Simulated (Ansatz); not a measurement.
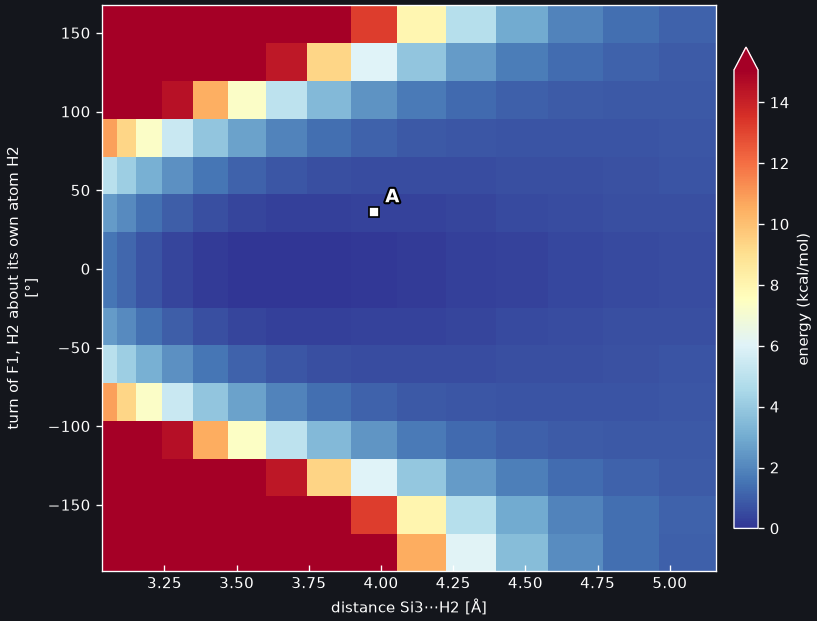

The pair FH···H₄Si. The turn is about an axis along (0.77, 0.62, 0.12) in the frame of the relaxed pair, normal to the line between the partners. The first coordinate is: distance Si3···H2; the second: turn of F1, H2 about its own atom H2. The grid has 15 × 15 points. Points are written as (first, second). All energies are given in kcal/mol relative to the lowest grid point. Energies and slopes of some neighbouring points disagree (a jump in structure or state, or too coarse a mesh). All numbers below come from Ansatz 0.2.0, RHF/def2-SVPD.

Drawn: one coloured cell a grid point, one colour for all values above the top of the scale, the point A.

Is A at rest? If not, where is it pushed?

Answer. A, at (3.974 Å, 36°), is not a stationary point. The computed force is 0.26 kcal/mol for each Å towards smaller values of distance Si3···H2 and 0.0092 kcal/mol for each degree towards smaller values of the second coordinate.
